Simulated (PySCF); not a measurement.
# C7H8O: reorganisation energies

What do calculations give for the reorganisation energies of C7H8O (`COc1ccccc1`)?

Programs: PySCF 2.14.0, with routines of our own; each step states its level. All values are computed. Atoms count from 0.

## (1) The starting structure

16 atoms, charge 0, multiplicity 1; geometry from: GFN2-xTB.

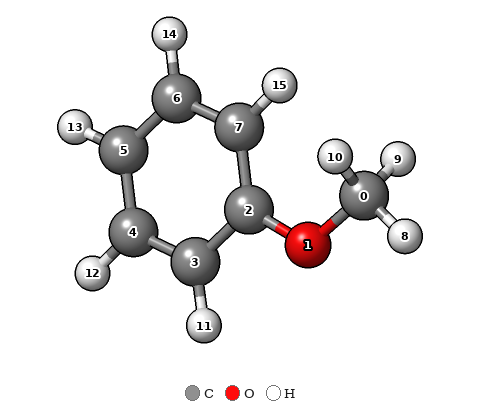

The starting geometry (carbon grey, oxygen red, hydrogen white).

## (2) Optimising the geometry at PBE0/def2-SV(P)

Job settings and geometry (Å):

```
{"job": {"xc": "PBE0", "basis": "def2-SV(P)", "grid": 1, "kind": "geom"}, "charge": 0, "multiplicity": 1}
C     -2.678492     0.143652    -0.211827
O     -1.599109    -0.563700    -0.770061
C     -0.339431    -0.285379    -0.328233
C      0.687188    -1.023631    -0.919261
C      1.997948    -0.819172    -0.543556
C      2.309965     0.124244     0.423673
C      1.294946     0.855890     1.009686
C     -0.026774     0.657904     0.643570
H     -3.570107    -0.240194    -0.705637
H     -2.759809    -0.030368     0.866376
H     -2.596483     1.219344    -0.400483
H      0.425908    -1.751910    -1.670964
H      2.781936    -1.399227    -1.007395
H      3.336319     0.285484     0.716525
H      1.525587     1.593415     1.764529
H     -0.797192     1.242590     1.121648
```

Command:

```sh
$ OMP_NUM_THREADS=1 python excited_run.py task.json out
```

This one command runs all jobs of the session in turn.

The log of the run:

```text
step   0  E = -346.09540714  max force = 0.013516
step   1  E = -346.09713356  max force = 0.002147
step   2  E = -346.09714584  max force = 0.000443
optimisation converged
```

Wall time 16 s (1 thread of Arm Neoverse V1, shared host); peak memory 0.59 GiB.

The steps of the relaxation:

```csv
step,energy from step 0 (eV),largest force component (eV/Å)
0,0.0000,0.6950
1,-0.0470,0.1104
2,-0.0473,0.0228
```

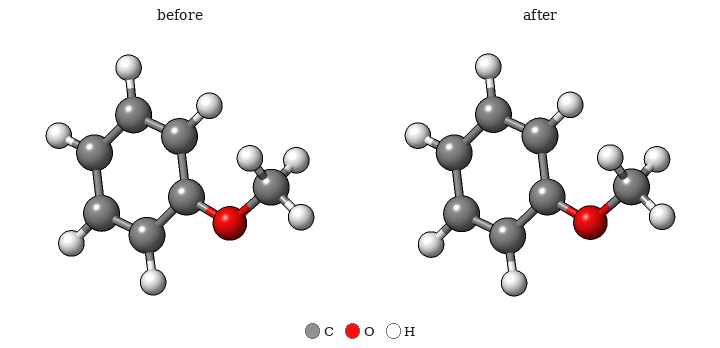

The geometry before (left) and after (right).

Distances of close pairs at the start and the end, largest changes first:

```csv
bond,before (Å),after (Å),change (Å)
C4–H12,1.080,1.095,+0.015
C3–H11,1.079,1.093,+0.014
C6–H14,1.080,1.095,+0.014
C5–H13,1.079,1.094,+0.014
O1–C2,1.364,1.350,-0.014
C7–H15,1.079,1.092,+0.013
C0–H9,1.095,1.108,+0.012
C0–H10,1.095,1.108,+0.012
```

The end geometry stands in the next job.

```csv
at the end point,value
point group (found at 0.08 Å tolerance),Cs
"rotational constants (GHz, main isotopes)","5.058, 1.568, 1.206"
dipole moment (D),1.35
```

## (3) Relaxation after adding or removing an electron (C7H8O+ (doublet)): UKS PBE0/def2-SV(P)

Job settings and geometry (Å):

```
{"job": {"kind": "ionopt", "ions": [1], "xc": "PBE0", "basis": "def2-SV(P)", "grid": 1}, "charge": 1, "multiplicity": 2}
C     -2.493035     0.358737     0.037386
O     -1.417963    -0.342846    -0.514111
C     -0.166470    -0.071425    -0.087285
C      0.860220    -0.815176    -0.688520
C      2.182375    -0.609269    -0.316973
C      2.506623     0.339331     0.658155
C      1.486657     1.075801     1.252960
C      0.151335     0.879980     0.889651
H     -3.401133    -0.022667    -0.453924
H     -2.579265     0.189894     1.128650
H     -2.415336     1.447423    -0.151039
H      0.587507    -1.552014    -1.448718
H      2.972432    -1.197258    -0.794734
H      3.548313     0.500072     0.949658
H      1.723734     1.822178     2.017835
H     -0.628016     1.472486     1.373231
```

With the program's defaults for keys left out, this is: UKS PBE0/def2-SV(P) geometry optimisation of the ion from the geometry of its parent, gas phase.

The log of the run:

```text
step       E/Eh        max force   <S^2>
  0    -345.79377819   0.048576   0.7697
  1    -345.80030909   0.016655   0.7727
  2    -345.80126283   0.005625   0.7727
  3    -345.80124953   0.006032   0.7727
  4    -345.80168433   0.001727   0.7727
  5    -345.80160937   0.003273   0.7727
  6    -345.80172863   0.000438   0.7727
  7    -345.80173155   0.000219   0.7727
optimisation converged
```

Wall time 84 s (1 thread of Arm Neoverse V1, shared host); peak memory 0.59 GiB.

Key values:

```csv
quantity,value
geometry moved (RMSD),0.052 Å
⟨S²⟩,0.773
```

Bonds of the start that changed most:

```csv
bond,start (Å),end (Å)
O1–C2,1.350,1.295
C2–C3,1.403,1.439
C0–O1,1.397,1.433
C7–C2,1.400,1.431
C5–C6,1.392,1.422
C6–C7,1.398,1.372
```

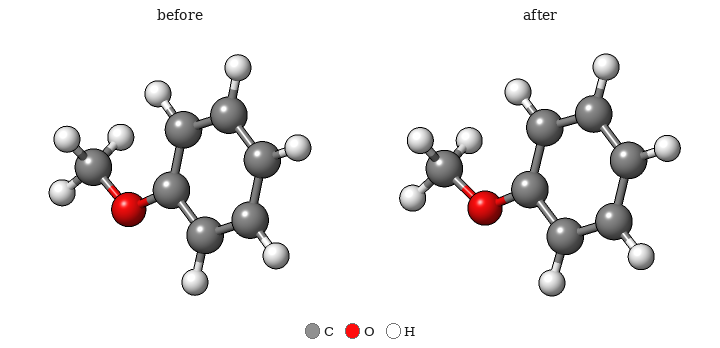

Before and after.

Mulliken spin populations:

C0 -0.02; O1 0.23; C2 0.17; C3 0.24; C4 -0.17; C5 0.48; C6 -0.08; C7 0.14; H8 0.00; H9 0.02; H10 0.02; H11 -0.01; H12 0.01; H13 -0.02; H14 0.00; H15 -0.01

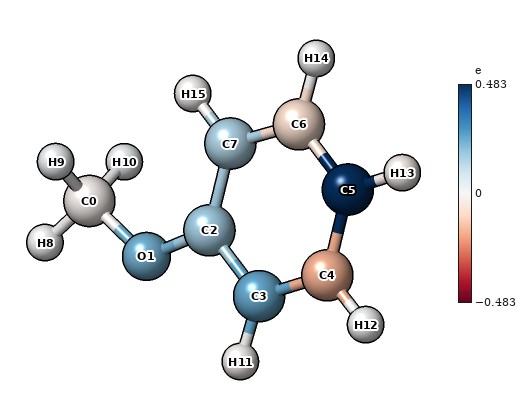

Mulliken spin populations, as colours on the atoms.

## (4) Reorganisation energies: UKS PBE0/def2-SV(P)

The job, as its differences from that of step 3:

```diff
@@ -1,2 +1,2 @@
-{"job": {"kind": "ionopt", "ions": [1], "xc": "PBE0", "basis": "def2-SV(P)", "grid": 1}, "charge": 1, "multiplicity": 2}
+{"job": {"kind": "reorg", "ions": [1, -1], "xc": "PBE0", "basis": "def2-SV(P)", "grid": 1}, "charge": 0, "multiplicity": 1}
 C     -2.493035     0.358737     0.037386
```

Method: UKS PBE0/def2-SV(P) four-point reorganisation energy, gas phase.

The log of the run:

```text
final grid: 61216 points
cycle   1  E = -346.0385344953  dE =  1.254e+00  |g| = 5.137e-01  |ddm| = 4.889e+00
cycle   2  E = -346.0136631749  dE =  2.487e-02  |g| = 6.436e-01  |ddm| = 1.304e+00
cycle   3  E = -346.0953307999  dE = -8.167e-02  |g| = 9.031e-02  |ddm| = 6.658e-01
cycle   4  E = -346.0968781657  dE = -1.547e-03  |g| = 3.246e-02  |ddm| = 1.146e-01
cycle   5  E = -346.0971283615  dE = -2.502e-04  |g| = 7.962e-03  |ddm| = 4.507e-02
cycle   6  E = -346.0971422261  dE = -1.386e-05  |g| = 3.554e-03  |ddm| = 1.326e-02
cycle   7  E = -346.0971456731  dE = -3.447e-06  |g| = 7.764e-04  |ddm| = 4.710e-03
cycle   8  E = -346.0971458340  dE = -1.609e-07  |g| = 1.184e-04  |ddm| = 9.283e-04
cycle   9  E = -346.0971458372  dE = -3.198e-09  |g| = 4.867e-05  |ddm| = 1.881e-04
cycle  10  E = -346.0971458377  dE = -5.388e-10  |g| = 2.099e-05  |ddm| = 8.077e-05
converged SCF energy = -346.0971458377

hole transfer: vertical 8.2364 eV, relaxation of the ion converged
  adiabatic 8.0386 eV, lambda(ion) 0.1978, lambda(parent) 0.2114, total 0.4092 eV

electron transfer: vertical -1.8269 eV, relaxation of the ion skipped
```

It took 13 s on 1 thread of Arm Neoverse V1, shared host; peak memory 0.59 GiB.

## (5) Summary of results

| quantity | value |
| --- | --- |
| point group | Cs |
| rotational constants (main isotopes) | 5.06, 1.57, 1.21 GHz |
| geometry moved (RMSD) (step 3, UKS PBE0/def2-SV(P)) | 0.052 Å |
| hole reorganisation energy (step 4, UKS PBE0/def2-SV(P)) | 0.4092 eV |

The optimisation took 2 steps and gained 0.047 eV; among the close pairs (by a distance rule), C4–H12 changed most, from 1.080 to 1.095 Å. In step 3 (relaxation after adding or removing an electron), among the bonds O1–C2 changes most, from 1.350 to 1.295 Å.
